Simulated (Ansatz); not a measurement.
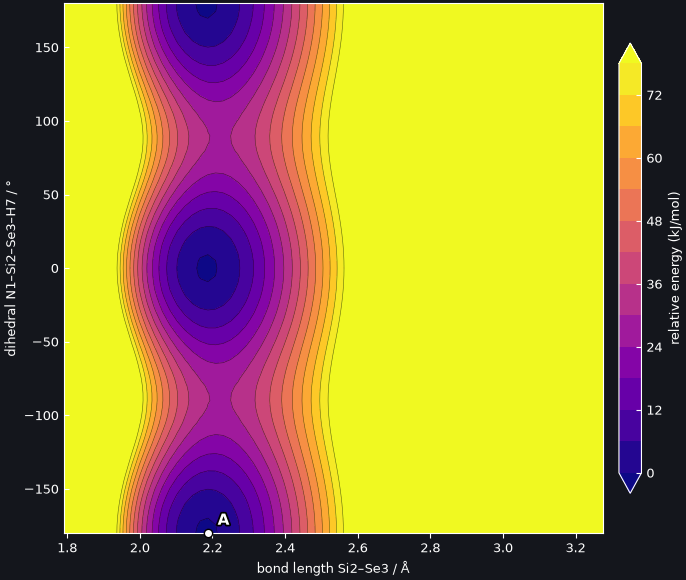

H₄NSeSi, SMILES N[SiH+][SeH], charge +1. Coordinates scanned: (1) bond length Si2–Se3; (2) dihedral N1–Si2–Se3–H7. Nothing is relaxed (all other coordinates rigid). The scan uses a 15 × 15 grid; 120 points were computed and 105 follow by symmetry. Energies: kJ/mol, counted from the lowest grid point. The reference is spin-restricted, which grows unreliable where a bond is stretched far. All numbers below come from Ansatz, RHF/def2-TZVP.

The picture shows filled contours, one colour for all values above the top of the scale, the point A. Between grid points the surface is interpolated.

Find the lowest pass out of the well at A.

The easiest path leads from the well at about bond length Si2–Se3 = 2.19 Å, dihedral N1–Si2–Se3–H7 = −180° to a well of about the same depth at about bond length Si2–Se3 = 2.19 Å, dihedral N1–Si2–Se3–H7 = 0°. Its highest point lies about 30 kJ/mol above the bottom of the first well on the interpolated surface, at about bond length Si2–Se3 = 2.22 Å, dihedral N1–Si2–Se3–H7 = −90°. The start is the relaxed structure and all else is held, so a fully relaxed path at this level can only be lower.

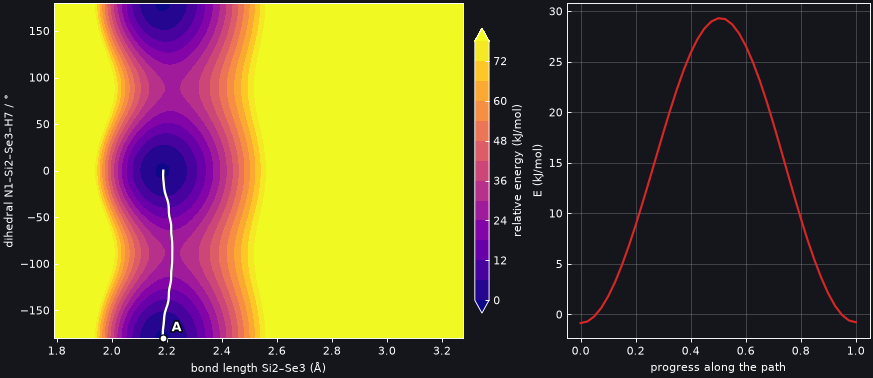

Drawn: filled contours, a line along the lowest path, one colour for all values above the top of the scale, the energy along the path at the right. Between grid points the surface is interpolated.
